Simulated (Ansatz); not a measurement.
# KRuCl6: relaxing a made-up structure

This structure for KRuCl6 is made up. Its elements were placed in a known structure type with a cell scaled to their sizes. What cell does the guess relax to, and how far off was it?

Program: Ansatz 0.2.0. Level of theory: DFT, PBEsol, plane-wave PAW, files of the set soft_1, scalar-relativistic, no spin, cell and ions relaxed at zero pressure; PAW set soft_1, in the first sound run; inputs show where later runs differ. Results are calculated unless marked as measured.

## (1) Starting point

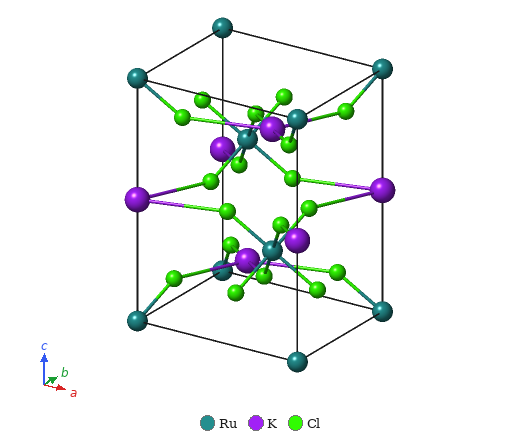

Start, viewed slightly off an axis; ruthenium teal, potassium purple, chlorine green. This picture shows the conventional cell, with its axes. Bonds to atoms that aren't drawn are left out. Some periodic images of atoms are drawn too.

As a file:

```cif
data_structure
_symmetry_space_group_name_H-M 'R-3m:H'
_symmetry_Int_Tables_number 166
_cell_length_a 9.4280
_cell_length_b 9.4280
_cell_length_c 9.4170
_cell_angle_alpha 90.000
_cell_angle_beta 90.000
_cell_angle_gamma 120.000
_cell_volume 724.91
loop_
_atom_site_label
_atom_site_type_symbol
_atom_site_symmetry_multiplicity
_atom_site_Wyckoff_symbol
_atom_site_fract_x
_atom_site_fract_y
_atom_site_fract_z
_atom_site_occupancy
Ru1 Ru 3 a 0.00000 0.00000 0.00000 1
K1 K 3 b 0.00000 0.00000 0.50000 1
Cl1 Cl 18 h 0.44440 0.22220 0.48030 1
```

## (2) Relaxing cell and atoms

The guessed cell has no reason to be at equilibrium. It is relaxed with the atoms, within the space group of the guess.

File input.yaml:

```yaml
crystal:
  lattice:
    - [4.714, 2.721629169, 3.139]
    - [-4.714, 2.721629169, 3.139]
    - [0.0, -5.443258338, 3.139]
  atoms:
    - { symbol: Ru, position: [0.0, 0.0, 0.0] }
    - { symbol: K, position: [0.5, 0.5, 0.5] }
    - { symbol: Cl, position: [0.9247, 0.2581, 0.2581] }
    - { symbol: Cl, position: [0.0753, 0.7419, 0.7419] }
    - { symbol: Cl, position: [0.7419, 0.7419, 0.0753] }
    - { symbol: Cl, position: [0.7419, 0.0753, 0.7419] }
    - { symbol: Cl, position: [0.2581, 0.9247, 0.2581] }
    - { symbol: Cl, position: [0.2581, 0.2581, 0.9247] }
kpoints:
  mp_grid: { grid: [5, 5, 5] }
scf:
  occupations: { method: fermi_dirac, width: 0.05 }
hamiltonian:
  xc: pbesol
  pseudopotentials: { kind: paw, azcp: { folder: soft_1 }, xc_functional: pbe }
relax:
  f_tol: 0.015
  max_steps: 70
  cell: {}
output:
  forces: true
  stress: true
```

The run is started by

```bash
$ ansatz run input.yaml --threads 4 --pin off --max-ram 10240MiB --backend cpu --events-out ev --progress --plain --runs-dir out
```

Numbers of over 12 decimals in the logs are rounded to 6 here.

The program printed:

```text
Engine: ansatz 0.2.0, aarch64-unknown-linux-gnu
Pseudopotentials: kind: paw
Pseudopotential: Ru, paw, valence charge 16, recommended cutoff 420 eV (normal), soft_1/Ru.paw.azcp
Pseudopotential: K, paw, valence charge 9, recommended cutoff 420 eV (normal), soft_1/K.paw.azcp
Pseudopotential: Cl, paw, valence charge 7, recommended cutoff 420 eV (normal), soft_1/Cl.paw.azcp
Functional definition: PBEsol
  exchange = pbesol_x
  correlation = pbesol_c
Crystal: 8 atoms, lattice volume = 241.636 Å³
Basis set: ecut = 420 eV, 4715 PW (Γ), exchange–correlation on 90×90×90 points (8 copies of the dense FFT grid, shifted against one another)
Bands: 42, of which v1, the nominal top of the filled ones, is band 34 counted from 1 (33 counted from 0)
Symmetry: 12 space group operations
Space group: R-3m (ITA 166), of the structure as read, at distance tolerance 6.2e-5 Å
k-points: 19 of 125
Non-local potential: Ru, projectors of the file, l = 0: 3, l = 1: 2, l = 2: 2, l = 3: 1
Non-local potential: K, projectors of the file, l = 0: 3, l = 1: 2, l = 2: 2
Non-local potential: Cl, projectors of the file, l = 0: 2, l = 1: 2, l = 2: 1
PAW form: soft (Blöchl's): semilocal exchange-correlation on the pseudo side does not see the compensation charge
PAW frozen core: Ru, regenerated for the run's functional, and the local potential with it (the file was generated under x = pbe(κ = 0.804, μ = 0.219515), c = pbe(β = 0.066725))
PAW frozen core: K, regenerated for the run's functional, and the local potential with it (the file was generated under x = pbe(κ = 0.804, μ = 0.219515), c = pbe(β = 0.066725))
PAW frozen core: Cl, regenerated for the run's functional, and the local potential with it (the file was generated under x = pbe(κ = 0.804, μ = 0.219515), c = pbe(β = 0.066725))
PAW one-centre angular grid: Ru, 590 points (default); XC on 64 Gauss nodes
PAW one-centre angular grid: K, 110 points (default); XC on 64 Gauss nodes
PAW one-centre angular grid: Cl, 110 points (default); XC on 64 Gauss nodes
Initial density: superposition of atomic densities (chi_scale 0.1, normalization cell, long waves kept (reshape's long-wave potential 0.03 eV rms))
Initial wavefunctions: pseudopotential atomic-orbital guess
Functional: x = pbesol(κ = 0.804, μ = 0.123457), c = pbesol(β = 0.046)
SCF iter   1: F=—  HF=-13704.848504 eV  |F-HF|=—  |Δ(HF+E_count)|=         —  Δρ=3.60e-2  dr2=3.46e0  ethr=3.10e-3  ⟨swp⟩=7.6  Hψ=3711  notcnv=0  defer=9
preconditioner: auto → LDOS  [metal: Δε(μ)=0.024 eV  Ē_g=10.082 eV  σ=0.050 eV  W_gap=0.12  n_scr=44 (ndim 8)  ℏωp=18.0 eV  f_vac=0.066  D(μ)=11.71/eV (n_scr^D=98)  β→1.0]
SCF iter   2: F=—  HF=-13703.722019 eV  |F-HF|=—  |Δ(HF+E_count)|=    1.13e0  Δρ=3.94e-2  dr2=2.04e0  ethr=3.10e-3  ⟨swp⟩=5.9  Hψ=1829  notcnv=0  defer=42
SCF iter   3: F=—  HF=-13703.359412 eV  |F-HF|=—  |Δ(HF+E_count)|=   3.63e-1  Δρ=2.41e-2  dr2=7.25e-1  ethr=3.05e-3  ⟨swp⟩=2.9  Hψ=1622  notcnv=0  defer=42
SCF iter   4: F=—  HF=-13703.231992 eV  |F-HF|=—  |Δ(HF+E_count)|=   1.27e-1  Δρ=5.67e-3  dr2=1.45e-1  ethr=1.08e-3  ⟨swp⟩=2.0  Hψ=902  notcnv=0  defer=42
SCF iter   5: F=—  HF=-13703.226707 eV  |F-HF|=—  |Δ(HF+E_count)|=   5.29e-3  Δρ=4.21e-3  dr2=9.41e-2  ethr=2.16e-4  ⟨swp⟩=2.9  Hψ=848  notcnv=0  defer=42
SCF iter   6: F=—  HF=-13703.220677 eV  |F-HF|=—  |Δ(HF+E_count)|=   6.03e-3  Δρ=2.92e-3  dr2=3.77e-2  ethr=1.40e-4  ⟨swp⟩=1.0  Hψ=774  notcnv=0  defer=42
SCF iter   7: F=—  HF=-13703.216536 eV  |F-HF|=—  |Δ(HF+E_count)|=   4.14e-3  Δρ=6.42e-4  dr2=7.46e-4  ethr=5.63e-5  ⟨swp⟩=2.0  Hψ=861  notcnv=0  defer=42
SCF iter   8: F=—  HF=-13703.216740 eV  |F-HF|=—  |Δ(HF+E_count)|=   2.04e-4  Δρ=2.49e-4  dr2=1.21e-4  ethr=1.11e-6  ⟨swp⟩=2.0  Hψ=1451  notcnv=0  defer=42
SCF iter   9: F=—  HF=-13703.216756 eV  |F-HF|=—  |Δ(HF+E_count)|=   1.63e-5  Δρ=7.53e-5  dr2=1.05e-5  ethr=1.81e-7  ⟨swp⟩=2.2  Hψ=1179  notcnv=0  defer=42
SCF iter  10: F=—  HF=-13703.216645 eV  |F-HF|=—  |Δ(HF+E_count)|=   1.11e-4  Δρ=1.09e-5  dr2=4.10e-7  ethr=1.57e-8  ⟨swp⟩=2.0  Hψ=1155  notcnv=0  defer=42
SCF iter  11: F=-13703.216645 eV  HF=-13703.216645 eV  |F-HF|=7.66e-9  |Δ(HF+E_count)|=   2.94e-7  Δρ=4.23e-6  dr2=4.03e-8  ethr=1.49e-10  ⟨swp⟩=5.0  Hψ=3108  notcnv=0
SCF 1 converged in 11 iterations: F = -13703.216645 eV  dr2 = 4.03e-8
  greatest PAW one-centre occupation: 1.000 electrons in one spin orbital (limit 2), on the Ru atom at site 0 (counted from 0), in its partial waves of l = 0
relax step   1: F+E_penalty+E_count = -13703.21664538 eV  Δ(F+E_penalty+E_count) = +0.000e0 eV  max|allowed force component| = 3.586e-1 eV/Å  Δτ_max = 0.0000 Å  P = -0.791 GPa  Ω = 241.636 Å³  (11 SCF iters, dr2 threshold 1.00e-7 eV, accepted)
Crystal: 8 atoms, lattice volume = 225.243 Å³
Basis set: ecut = 420 eV, 4413 PW (Γ), exchange–correlation on 90×90×90 points (8 copies of the dense FFT grid, shifted against one another)
Initial density: handed on by an earlier stage of this run
Initial wavefunctions: those handed on with the density
iter 1 solved again at ethr=1.10e-4 eV; its pass at ethr=3.10e-3 eV (dr2=7.39e-2 eV) is discarded
SCF iter   1: F=—  HF=-13703.390078 eV  |F-HF|=—  |Δ(HF+E_count)|=         —  Δρ=6.93e-3  dr2=7.42e-2  ethr=1.10e-4  ⟨swp⟩=3.6  Hψ=4803  notcnv=0
preconditioner: auto → LDOS  [metal: Δε(μ)=0.003 eV  Ē_g=10.833 eV  σ=0.050 eV  W_gap=0.01  n_scr=44 (ndim 8)  ℏωp=18.7 eV  f_vac=0.083  D(μ)=13.11/eV (n_scr^D=134)  β→1.0]
SCF iter   2: F=—  HF=-13703.378447 eV  |F-HF|=—  |Δ(HF+E_count)|=   1.16e-2  Δρ=4.58e-3  dr2=3.85e-2  ethr=1.10e-4  ⟨swp⟩=4.8  Hψ=2303  notcnv=0  defer=3
SCF iter   3: F=—  HF=-13703.369108 eV  |F-HF|=—  |Δ(HF+E_count)|=   9.34e-3  Δρ=2.64e-3  dr2=7.36e-3  ethr=5.75e-5  ⟨swp⟩=2.7  Hψ=1633  notcnv=0  defer=8
SCF iter   4: F=—  HF=-13703.367675 eV  |F-HF|=—  |Δ(HF+E_count)|=   1.43e-3  Δρ=7.07e-4  dr2=1.40e-3  ethr=1.10e-5  ⟨swp⟩=2.1  Hψ=1103  notcnv=0  defer=8
SCF iter   5: F=—  HF=-13703.367569 eV  |F-HF|=—  |Δ(HF+E_count)|=   1.06e-4  Δρ=4.01e-4  dr2=7.52e-4  ethr=2.09e-6  ⟨swp⟩=1.5  Hψ=898  notcnv=0  defer=8
SCF iter   6: F=—  HF=-13703.367451 eV  |F-HF|=—  |Δ(HF+E_count)|=   1.18e-4  Δρ=2.68e-4  dr2=3.21e-4  ethr=1.12e-6  ⟨swp⟩=1.0  Hψ=784  notcnv=0  defer=8
SCF iter   7: F=—  HF=-13703.367422 eV  |F-HF|=—  |Δ(HF+E_count)|=   2.97e-5  Δρ=9.08e-5  dr2=4.48e-5  ethr=4.79e-7  ⟨swp⟩=1.1  Hψ=791  notcnv=0  defer=8
SCF iter   8: F=—  HF=-13703.367420 eV  |F-HF|=—  |Δ(HF+E_count)|=   1.74e-6  Δρ=3.35e-5  dr2=2.87e-6  ethr=6.68e-8  ⟨swp⟩=2.9  Hψ=1350  notcnv=0  defer=8
[...]
SCF iter   5: F=—  HF=-13703.601479 eV  |F-HF|=—  |Δ(HF+E_count)|=   3.26e-4  Δρ=7.40e-4  dr2=1.87e-3  ethr=5.36e-6  ⟨swp⟩=1.0  Hψ=792  notcnv=0  defer=4
SCF iter   6: F=—  HF=-13703.601353 eV  |F-HF|=—  |Δ(HF+E_count)|=   1.26e-4  Δρ=4.07e-4  dr2=5.33e-4  ethr=2.80e-6  ⟨swp⟩=1.0  Hψ=792  notcnv=0  defer=4
SCF iter   7: F=—  HF=-13703.601202 eV  |F-HF|=—  |Δ(HF+E_count)|=   1.50e-4  Δρ=8.33e-5  dr2=3.12e-5  ethr=7.95e-7  ⟨swp⟩=2.7  Hψ=1257  notcnv=0  defer=4
SCF iter   8: F=—  HF=-13703.601202 eV  |F-HF|=—  |Δ(HF+E_count)|=   5.02e-9  Δρ=2.60e-5  dr2=1.48e-6  ethr=4.66e-8  ⟨swp⟩=2.3  Hψ=1197  notcnv=0  defer=4
SCF iter   9: F=-13703.601203 eV  HF=-13703.601203 eV  |F-HF|=3.23e-8  |Δ(HF+E_count)|=   1.46e-7  Δρ=5.24e-6  dr2=7.70e-8  ethr=1.19e-9  ⟨swp⟩=5.0  Hψ=2929  notcnv=0
SCF 3 converged in 9 iterations: F = -13703.601203 eV  dr2 = 7.70e-8
relax step   3: F+E_penalty+E_count = -13703.60120258 eV  Δ(F+E_penalty+E_count) = -2.338e-1 eV  max|allowed force component| = 1.531e-1 eV/Å  Δτ_max = 0.1090 Å  P = -0.761 GPa  Ω = 200.685 Å³  energy of the carried Pulay correction = +6.008e-3 eV  (9 SCF iters, dr2 threshold 8.00e-7 eV, accepted)
[...]
relax step   4: F+E_penalty+E_count = -13703.61078378 eV  Δ(F+E_penalty+E_count) = -9.581e-3 eV  max|allowed force component| = 1.101e-1 eV/Å  Δτ_max = 0.0063 Å  P = -0.516 GPa  Ω = 199.130 Å³  energy of the carried Pulay correction = +6.258e-3 eV  (7 SCF iters, dr2 threshold 8.00e-7 eV, accepted)
[...]
relax step   5: F+E_penalty+E_count = -13703.63589337 eV  Δ(F+E_penalty+E_count) = -2.511e-2 eV  max|allowed force component| = 4.625e-3 eV/Å  Δτ_max = 0.0559 Å  P = +0.182 GPa  Ω = 192.849 Å³  energy of the carried Pulay correction = +7.287e-3 eV  (9 SCF iters, dr2 threshold 8.00e-7 eV, accepted)
[...]
relax step   6: F+E_penalty+E_count = -13703.63673634 eV  Δ(F+E_penalty+E_count) = -8.430e-4 eV  max|allowed force component| = 1.721e-2 eV/Å  Δτ_max = 0.0099 Å  P = +0.039 GPa  Ω = 194.907 Å³  energy of the carried Pulay correction = +6.946e-3 eV  (8 SCF iters, dr2 threshold 1.20e-7 eV, accepted)
[...]
relax step   7: F+E_penalty+E_count = -13703.63712099 eV  Δ(F+E_penalty+E_count) = -3.846e-4 eV  max|allowed force component| = 1.919e-3 eV/Å  Δτ_max = 0.0027 Å  P = +0.006 GPa  Ω = 194.844 Å³  energy of the carried Pulay correction = +6.957e-3 eV  (8 SCF iters, dr2 threshold 2.23e-8 eV, accepted)
Basis set: ecut = 420 eV, 3807 PW (Γ), exchange–correlation on 80×80×80 points (8 copies of the dense FFT grid, shifted against one another)
Initial wavefunctions: pseudopotential atomic-orbital guess (no wavefunctions were taken with the density)
iter 1 solved again at ethr=1.38e-6 eV; its pass at ethr=3.10e-3 eV (dr2=9.26e-4 eV) is discarded
SCF iter   1: F=—  HF=-13703.633722 eV  |F-HF|=—  |Δ(HF+E_count)|=         —  Δρ=1.42e-4  dr2=3.87e-6  ethr=1.38e-6  ⟨swp⟩=3.3  Hψ=6204  notcnv=0
eigensolver tolerance schedule: the retry pair's looser diagonalisation over-reported the residual by 238.44 of it (diagonalisation noise at 0.12 of the residual, at the tolerance the schedule requests for it); recorded, not acted on — ethr = c·dr2/N_el stays at c = 1.0e-1
SCF iter   2: F=—  HF=-13703.633814 eV  |F-HF|=—  |Δ(HF+E_count)|=   9.19e-5  Δρ=1.31e-5  dr2=5.44e-7  ethr=5.77e-9  ⟨swp⟩=2.0  Hψ=1445  notcnv=0
SCF iter   3: F=—  HF=-13703.633814 eV  |F-HF|=—  |Δ(HF+E_count)|=   9.54e-8  Δρ=1.16e-5  dr2=3.05e-7  ethr=8.11e-10  ⟨swp⟩=2.0  Hψ=1447  notcnv=0
SCF iter   4: F=—  HF=-13703.633814 eV  |F-HF|=—  |Δ(HF+E_count)|=   4.90e-8  Δρ=6.25e-6  dr2=1.22e-7  ethr=4.55e-10  ⟨swp⟩=2.3  Hψ=1432  notcnv=0
SCF iter   5: F=—  HF=-13703.633814 eV  |F-HF|=—  |Δ(HF+E_count)|=   7.22e-9  Δρ=4.09e-6  dr2=5.81e-8  ethr=1.83e-10  ⟨swp⟩=1.0  Hψ=798  notcnv=0
SCF iter   6: F=—  HF=-13703.633814 eV  |F-HF|=—  |Δ(HF+E_count)|=   4.99e-9  Δρ=3.41e-6  dr2=1.05e-8  ethr=8.68e-11  ⟨swp⟩=1.0  Hψ=798  notcnv=0
SCF iter   7: F=—  HF=-13703.633814 eV  |F-HF|=—  |Δ(HF+E_count)|=   2.00e-9  Δρ=6.75e-7  dr2=6.42e-10  ethr=1.57e-11  ⟨swp⟩=2.0  Hψ=1302  notcnv=0
SCF iter   8: F=-13703.633814 eV  HF=-13703.633814 eV  |F-HF|=0.00e0  |Δ(HF+E_count)|=  5.64e-11  Δρ=9.16e-8  dr2=1.24e-11  ethr=1.00e-12  ⟨swp⟩=3.6  Hψ=3465  notcnv=0
SCF 8 converged in 8 iterations: F = -13703.633814 eV  dr2 = 1.24e-11
relax step   8: F+E_penalty+E_count = -13703.63381417 eV  Δ(F+E_penalty+E_count) = +3.307e-3 eV  max|allowed force component| = 2.530e-3 eV/Å  Δτ_max = 0.0000 Å  P = -0.009 GPa  Ω = 194.844 Å³  stress off target by 1.66e-2 GPa  SCF on the basis re-selected at this cell (its energy is not comparable with the rows above)  (8 SCF iters)
basis re-selected at this cell: Δ(F+E_penalty+E_count) = +3.307e-3 eV, ΔP = -0.015 GPa vs the last step (what re-selecting the basis moved, of the pressure what is left beyond the Pulay correction that the steps carried, after the strain that the cell walked since its last selection, with what the two solves' SCF thresholds leave and, on support functions, any second-order correction that the steps lacked; it is no measure of the basis error at this ecutwfc). The dense FFT grid was sized anew with the basis: this SCF ran on 40×40×40 points, the steps before it on 45×45×45, so part of this shift can come from that change (see relax.cell in the input reference). [rest of the remark cut]
SCF converged after 8 iterations
Free energy (F): -13703.633814 eV
Harris-Foulkes:  -13703.633814 eV  (|F-HF|=0.00e0)
Internal energy: -13703.542484 eV  (E = F + TS)
E sigma→0 (E₀):  -13703.588149 eV
Entropy (-TS):   -0.091330 eV (-11.416 meV/atom)
Fermi energy:    3.565555 eV
--- Per-component energies (eV) ---
  E_band       = -561.929076
  E_kinetic    = 1624.308805
  E_local      = -5016.598945  (includes V_loc(G=0)·N_el)
  E_nonlocal   = 616.191341
  E_hartree    = 1808.328208
  E_xc         = -936.549160
  E_vxc        = -1068.721434  (∫ρ·V_xc dr)
  E_paw        = -8050.326123  (= ΣΔE_a)
  E_vpaw       = -333.766599  (= ΣTr[D̂ρ^β])
  E_aug_tail   = 0.001241  (compensation charges beyond the density's cutoff)
  E_ewald      = -3749.729627
  E_core_change = 0.831775  (= ΣΔE_core)
  E_smearing   = -0.091330  (= −TS)
  E_closure    = -0.000000  (closes the sum)
  Σ components = -13703.633814   (vs F -13703.633814, Δ=0.00e0)
--- Forces (eV/Å), atoms counted from 1 ---
  atom   1  Ru    -0.00000000     0.00000000    -0.00000000
  atom   2  K      0.00000000     0.00000000    -0.00000000
  atom   3  Cl    -0.00169406    -0.00097807     0.00252988
  atom   4  Cl     0.00169406     0.00097807    -0.00252988
  atom   5  Cl     0.00000000    -0.00195613    -0.00252988
  atom   6  Cl    -0.00169406     0.00097807    -0.00252988
  atom   7  Cl     0.00169406    -0.00097807     0.00252988
  atom   8  Cl    -0.00000000     0.00195613     0.00252988
  max |Σ_I F_I| component: 1.21e-17 eV/Å
--- Stress (GPa, compression-positive) ---
       -0.005794      -0.000000      -0.000000
       -0.000000      -0.005794      -0.000000
       -0.000000      -0.000000      -0.016577
  P = ⅓ Tr σ = -0.0094 GPa (-0.094 kbar)
--- Relaxed structure (7 steps of the walk, 7 accepted, 1 SCFs on fresh bases) ---
  F+E_penalty+E_count = -13703.63381417 eV   max|allowed force component| = 2.530e-3 eV/Å   (the final SCF, on the basis selected at the relaxed cell)
  cell:  # Å, volume = 194.8437 Å³
    - [4.505281, 2.601125, 2.771098]
    - [-4.505281, 2.601125, 2.771098]
    - [0, -5.202251, 2.771098]
  atoms:
    - { symbol: Ru, position: [7.868265313865771e-19, 1.3848166986418895e-18, -2.2878333189818196e-19] }
    - { symbol: K, position: [0.500000, 0.500000, 0.500000] }
    - { symbol: Cl, position: [0.920457, 0.278574, 0.278574] }
    - { symbol: Cl, position: [0.079543, 0.721426, 0.721426] }
    - { symbol: Cl, position: [0.721426, 0.721426, 0.079543] }
    - { symbol: Cl, position: [0.721426, 0.079543, 0.721426] }
    - { symbol: Cl, position: [0.278574, 0.920457, 0.278574] }
    - { symbol: Cl, position: [0.278574, 0.278574, 0.920457] }
```

Wall time 29 s (4 threads of Arm Neoverse V1, shared host); peak memory 0.64 GiB; 1.7 min of CPU time.

This run has no spin polarisation although its electron count is odd.

Relaxation path:

```csv
step,energy less that of the first step (eV),largest force component (eV/Å),pressure (GPa),volume (Å³)
1,0.0000,0.3586,-0.79,241.64
2,-0.1508,0.2624,-1.42,225.24
3,-0.3846,0.1531,-0.76,200.68
4,-0.3941,0.1101,-0.52,199.13
5,-0.4192,0.0046,0.18,192.85
6,-0.4201,0.0172,0.04,194.91
7,-0.4205,0.0019,0.01,194.84
8*,-0.4172,0.0025,-0.01,194.84
```

Relaxation steps marked * repeat the geometry before them on a plane-wave basis chosen anew for their cell, so energy and pressure can jump there.

Forces are held to the 12 operations that the run works with; a distortion that breaks them can't arise in this run.

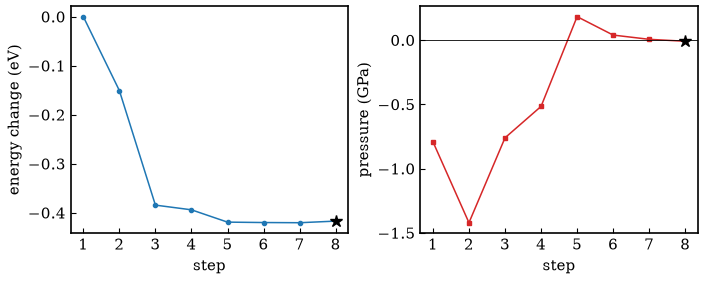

Energy and pressure along the relaxation. Stars mark steps on a basis chosen anew.

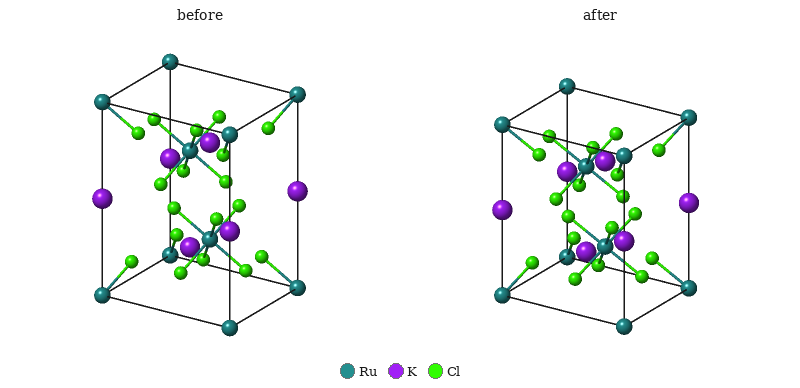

Before and after, at one scale. Bonds to atoms that aren't drawn are left out.

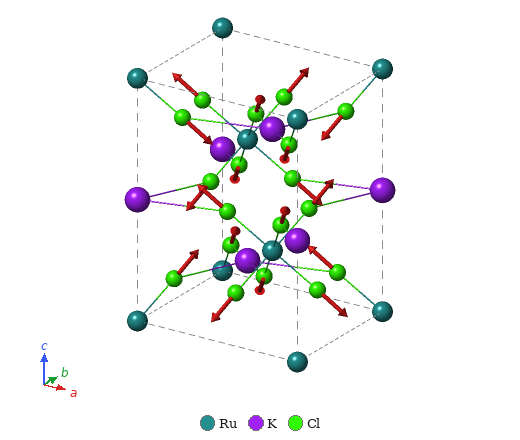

Displacements in the relaxation, exaggerated, measured against the changing cell; the longest in the cell stands for 0.16 Å. Bonds to atoms that aren't drawn are left out. Some periodic images of atoms are drawn too.

```csv
"conventional cell, symmetrised",before,after,change
a (Å),9.428,9.011,-4.4 %
b (Å),9.428,9.011,-4.4 %
c (Å),9.417,8.313,-11.7 %
volume (Å³/atom),30.20,24.36,-19.4 %
```

The atoms that moved most (Å, as changes of fractional coordinates times the final cell):

```csv
atom,dx,dy,dz,length
Cl8,0.000,0.129,0.102,0.164
Cl3,-0.111,-0.064,0.102,0.164
Cl7,0.111,-0.064,0.102,0.164
Cl5,0.000,-0.129,-0.102,0.164
Cl4,0.111,0.064,-0.102,0.164
Cl6,-0.111,0.064,-0.102,0.164
```

The relaxed structure:

```cif
data_structure
_symmetry_space_group_name_H-M 'P 1'
_symmetry_Int_Tables_number 1
_cell_length_a 5.8943
_cell_length_b 5.8943
_cell_length_c 5.8943
_cell_angle_alpha 99.698
_cell_angle_beta 99.698
_cell_angle_gamma 99.698
_cell_volume 194.84
loop_
_atom_site_label
_atom_site_type_symbol
_atom_site_fract_x
_atom_site_fract_y
_atom_site_fract_z
_atom_site_occupancy
Ru1 Ru 0.00000 0.00000 0.00000 1
K2 K 0.50000 0.50000 0.50000 1
Cl3 Cl 0.92046 0.27857 0.27857 1
Cl4 Cl 0.07954 0.72143 0.72143 1
Cl5 Cl 0.72143 0.72143 0.07954 1
Cl6 Cl 0.72143 0.07954 0.72143 1
Cl7 Cl 0.27857 0.92046 0.27857 1
Cl8 Cl 0.27857 0.27857 0.92046 1
```

Numbers from this step:

```yaml
free_energy: -13703.6338 eV
energy_at_zero_smearing: -13703.5881 eV
smearing_term_ts: 0.09133 eV
fermi_energy: 3.566 eV
electrons: 67
symmetry_operations: 12
pressure: -0.009388 GPa
```

Shortest distances by pair of elements, guess and relaxed (not always the same contact):

```csv
pair,guess (Å),relaxed (Å)
Cl–Ru,2.282,2.285
Cl–Cl,3.143,3.227
Cl–K,3.633,3.340
K–Ru,4.708,4.157
```

The relaxation ends with a largest force component of 0.0025 eV/Å and a pressure of -0.01 GPa.

[end of part 1 of 2]

[Logs are printed without paths, hosts, clocks, repeated set-up lines and the standing remarks that a program may print on its own settings, such as how far it seeks lower states.]

[Hosts, paths, dates, database ids (printed as entryN), source tags and the programs' standing remarks are cut or masked in the printed files.]
